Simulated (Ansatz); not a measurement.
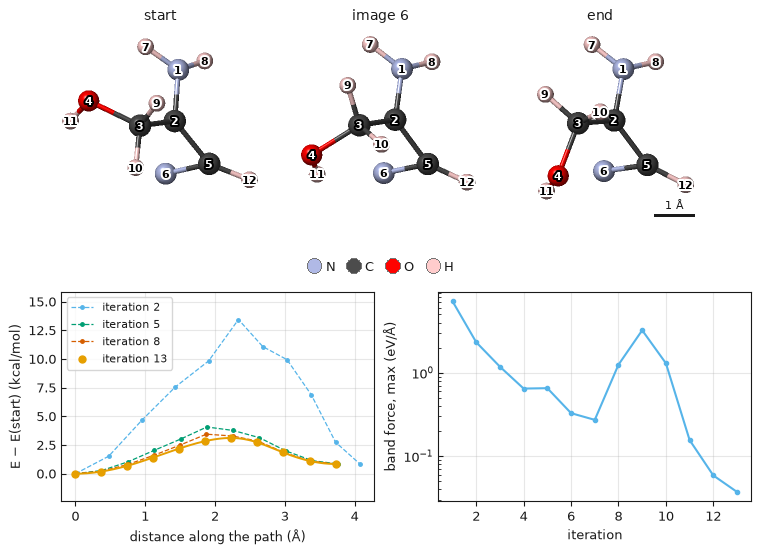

A search for the minimum-energy path of C3H6N2O by the nudged elastic band. Images are numbered from 0 (start) to 10 (end). The plot follows the band through its iterations. Style: ball-and-stick. Shown at a tilt.

All numbers below come from Ansatz, RKS PBE0/6-31G. Settings: 9 movable images; climbing image; force threshold 0.05 eV/Å; iteration limit 17; starting path through a guess of the saddle point.

**Did the band converge, and can the barrier be trusted?**

The result is final at these settings. The band converged in 13 iterations. The largest component of the band force went from 7.2 to 0.037 eV/Å. The climbing image converged on the top of the path. Its vibrational analysis gives one imaginary mode (110i cm⁻¹), as a transition state must have. The first iteration put the highest image at 39.35 kcal/mol. Forward barrier 3.12 kcal/mol, backward barrier 2.27 kcal/mol, with image 6 at the top; the reaction energy is +0.85 kcal/mol.

The run took 11 min on 1 thread of AMD EPYC 7R43 64-Core Processor (Zen 3) (shared host), peak memory 0.16 GiB.
